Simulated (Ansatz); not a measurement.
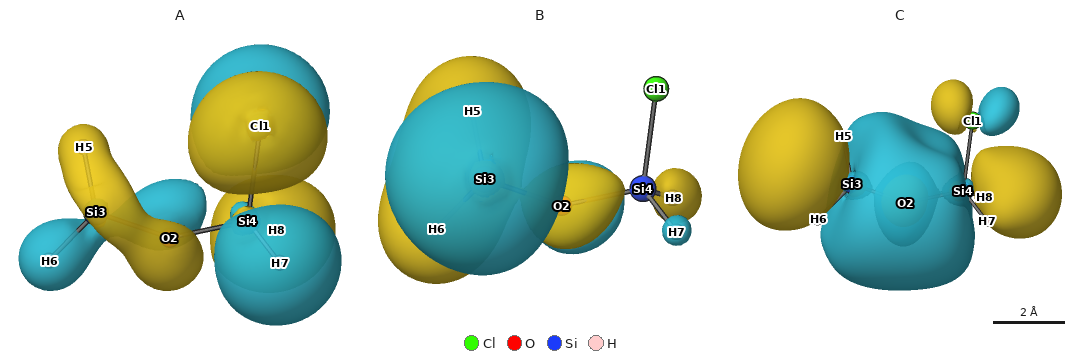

ClH4OSi2 (SMILES [SiH2]O[SiH2]Cl) (doublet). Three frontier orbitals at ±0.05 Å⁻³ᐟ² (yellow and cyan are the two phases), in no order.

Geometry: B3LYP-D3(BJ)/def2-SVP.

Level of theory: Ansatz, isolated molecule in a Gaussian basis; Kohn-Sham density functional theory, functional PBE0.

Input

```
crystal:
  periodic: [false, false, false]
  atoms:
    - symbol: Cl
      position_ang: [-0.835350, -0.368660, -3.449306]
    - symbol: O
      position_ang: [0.788897, 0.908697, -1.206853]
    - symbol: Si
      position_ang: [-0.285870, 1.128687, 0.058673]
    - symbol: Si
      position_ang: [0.932335, 0.511605, -2.800561]
    - symbol: H
      position_ang: [-1.039811, -0.142270, 0.307602]
    - symbol: H
      position_ang: [0.525258, 1.499912, 1.258962]
    - symbol: H
      position_ang: [1.156543, 1.732691, -3.610016]
    - symbol: H
      position_ang: [2.030497, -0.469329, -2.960031]
basis:
  gaussian:
    orbitals: def2-TZVPD
magnetization:
  spin_polarized: true
  initial_magnetization: 1
hamiltonian:
  xc: pbe0
output: {forces: true, orbitals: {seedname: orbitals}}
```

Run with:

```sh
ansatz run input.yaml --threads 2 --pin off --max-ram 4350MiB --events-out events.jsonl --progress --plain --runs-dir runs
```

Which picture is the HOMO−1, the HOMO and the LUMO? All are α orbitals.

Answer. A is the HOMO−1 (α) (−9.03 eV). By Hirshfeld shares it lies mainly on Cl1 (about 55 %), Si4 (about 15 %), H7 (about 10 %) and H8 (about 10 %). B is the HOMO (α) (−6.26 eV). By Hirshfeld shares it lies mainly on Si3 (about 75 %), O2 (about 10 %), H5 (about 5 %) and H6 (about 5 %). C is the LUMO (α) (−0.49 eV). Its weight (Hirshfeld) is mainly on Si3 (about 45 %), Si4 (about 25 %) and O2 (about 10 %).

What is the gap between the highest occupied and lowest empty α orbitals?

Answer. 5.77 eV between the orbital energies.
